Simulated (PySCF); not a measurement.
## A study: C₃H₄NO, doublet, SMILES `N=CC1[CH]O1`

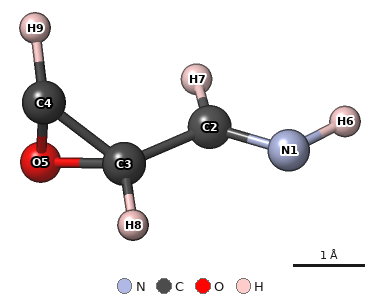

The molecule, with its atoms numbered as below. No frequency check shows the geometry to be a minimum.

Cartesian coordinates (Å):

```
N1      -2.0620   -0.0201   -0.2063
C2      -0.9410    0.1041    0.3466
C3       0.2793   -0.2398   -0.3992
C4       1.4565    0.6158   -0.3251
O5       1.4411   -0.5233    0.3931
H6      -2.8640    0.2512    0.3565
H7      -0.7579    0.4738    1.3654
H8       0.1433   -0.8598   -1.2779
H9       1.6146    1.5812    0.1211
```

Part 1: Bonding charge

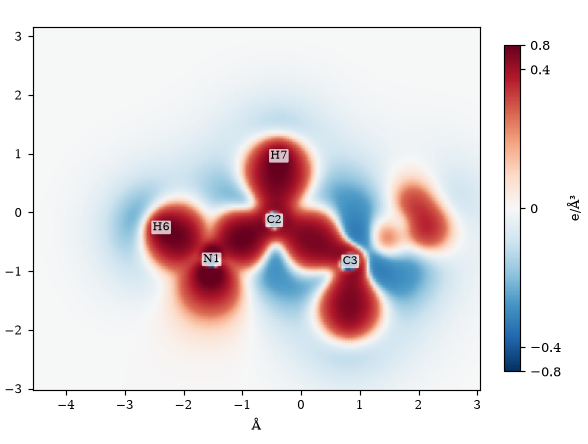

Deformation density (molecule less spherical, spin-averaged free atoms) in the plane of N1, C2, C3, H6 and H7; colour scale in e/Å³, logarithmic beyond ±0.1; red: gain, blue: loss.

PySCF calculation, B3LYP/def2-TZVP, gas phase; geometry: GFN2-xTB. The stability of the open-shell solution wasn't checked. GFN2-xTB doesn't know the spin state, so this open-shell geometry is rough.

> How much density has each bond in this plane gained at its critical point, relative to the free atoms?

N1–H6: +0.84 e/Å³ at the bond critical point (bond length 1.02 Å, Mayer order 0.9). C2–H7: +0.76 e/Å³ at the bond critical point (bond length 1.10 Å, Mayer order 1.0). N1–C2: +0.75 e/Å³ at the bond critical point (bond length 1.26 Å, Mayer order 2.1). C2–C3: +0.64 e/Å³ at the bond critical point (bond length 1.47 Å, Mayer order 1.0). In all, 2.1 electrons gather in the regions of gain relative to the promolecule.

> Where do the Hirshfeld charges lie?

The highest Hirshfeld charge is on H6 (+0.11 e), the lowest on N1 (−0.22 e).

Part 2: Bond critical points

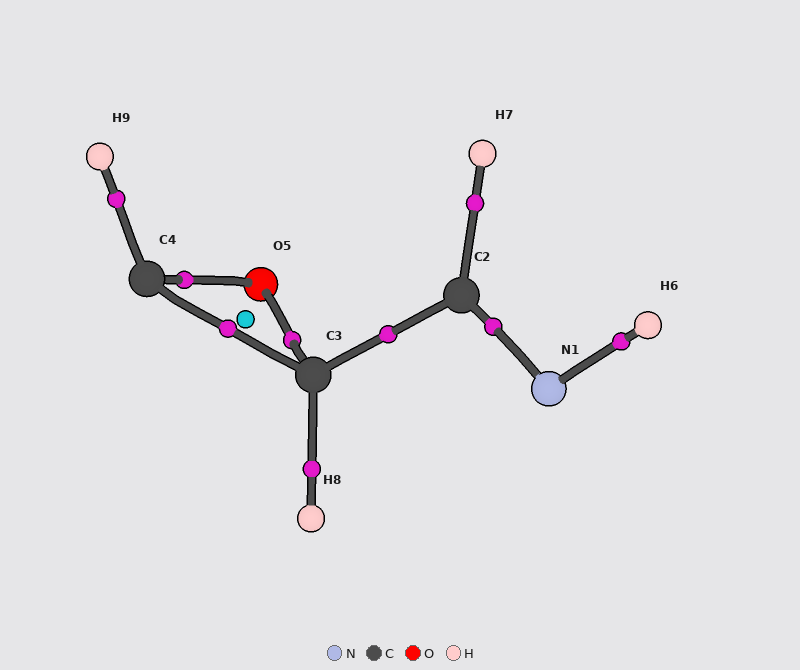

Molecular graph of the electron density (QTAIM): bond paths, bond critical points (magenta), ring points (cyan, if any); weak paths are dashed.

> How many critical points of each kind are there, and does the count close?

9 nuclei, 9 bond, 1 ring and 0 cage critical points: 9 − 9 + 1 − 0 = 1, as the Poincaré–Hopf relation requires.

> Tabulate density, Laplacian, ellipticity and energy density at the bond critical points (atomic units).

| bond | length (Å) | ρ (a.u.) | ∇²ρ (a.u.) | ε | H (a.u.) |
| --- | --- | --- | --- | --- | --- |
| N1–C2 | 1.256 | 0.411 | −1.18 | 0.22 | −0.749 |
| N1–H6 | 1.017 | 0.338 | −1.63 | 0.02 | −0.462 |
| C4–O5 | 1.347 | 0.296 | −0.31 | 0.28 | −0.463 |
| C3–H8 | 1.084 | 0.294 | −1.08 | 0.03 | −0.302 |
| C4–H9 | 1.075 | 0.290 | −1.06 | 0.03 | −0.302 |
| C2–C3 | 1.471 | 0.286 | −0.83 | 0.09 | −0.275 |
| C2–H7 | 1.099 | 0.281 | −0.99 | 0.01 | −0.281 |
| C3–C4 | 1.457 | 0.262 | −0.58 | 0.32 | −0.252 |
| C3–O5 | 1.435 | 0.247 | −0.30 | 1.05 | −0.297 |

> What kind of interaction is C2–C3?

Shared-shell (covalent): ρ = 0.286, ∇²ρ = −0.83, H = −0.275 a.u.

Part 3: Local ionisation energy

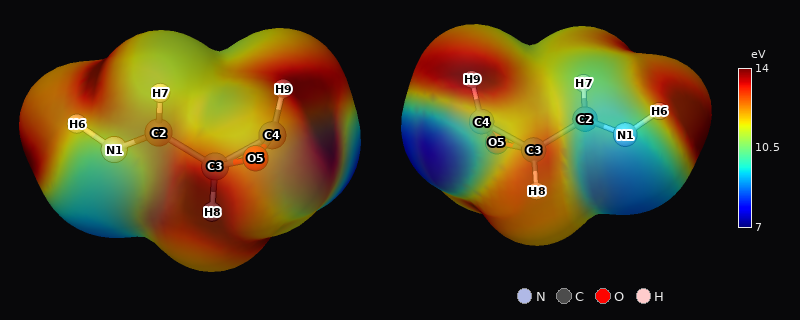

Average local ionisation energy on the surface of electron density 0.001 a.u. (back view left, front view right).

> Where are the most loosely bound electrons on this surface?

The lowest value is 7.7 eV, 2.0 Å from C4. Further minima include 8.4 eV, 2.0 Å from N1; 10.9 eV, 1.6 Å from H9; 11.0 eV, near O5 (1.85 Å) and H7 (1.91 Å). For comparison, the highest occupied orbital lies at −6.2 eV.

> What volume does the surface enclose, and what is the dipole moment?

About 95 Å³; the dipole moment is 1.9 D.

Part 4: Spin density

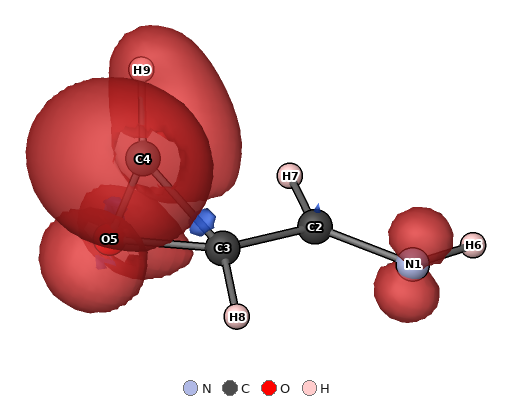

Spin density ρα − ρβ at ±0.02 e/Å³ (red: excess α, blue: excess β).

> Where is the unpaired spin?

Hirshfeld spin populations: C4 +0.66, O5 +0.18, H9 +0.07 and C3 +0.04. ⟨S²⟩ = 0.75, as for a pure state.

Part 5: In an electric field

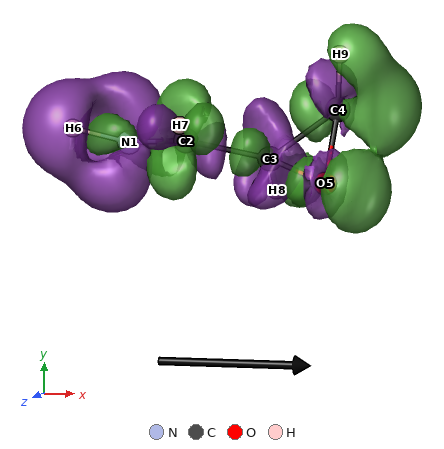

Change of the electron density in a uniform field of 0.21 V/Å along +x (arrow), surfaces at ±0.002 e/Å³ (purple: gain, green: loss).

Level of theory: PBE0/def2-SVPD (PySCF), at a geometry from GFN2-xTB. The stability of the open-shell solution wasn't checked. GFN2-xTB doesn't know the spin state, so this open-shell geometry is rough.

The field was applied in both directions; the picture shows the one opposite to the script's first.

> How large is the response?

The induced dipole is 0.65 D (along the field); α along this axis, from the fields in both directions, is 64 bohr³ (9.4 Å³).

Part 6: Removing or adding an electron

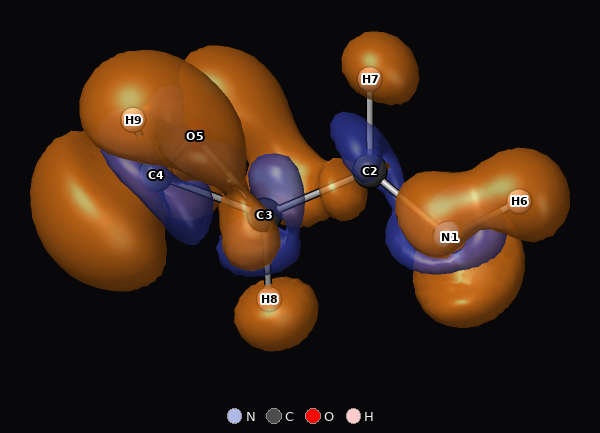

Fukui function f⁻ = ρ(N) − ρ(N−1) at fixed geometry, surfaces at ±0.02 e/Å³ (orange positive, blue negative).

PySCF calculation, BLYP/def2-SVPD, gas phase; geometry: GFN2-xTB. GFN2-xTB doesn't know the spin state, so this open-shell geometry is rough.

> Which atoms respond most to the removal of an electron?

f⁻ (Hirshfeld-condensed) is largest on C4 (0.28) and O5 (0.18); the vertical ionisation energy is 8.56 eV (to the singlet cation, which needn't be its lowest state). Condensed values hint at sites of electrophilic attack but needn't mark the atom that reacts. Orbital relaxation makes it negative in places (0.18 e in all).
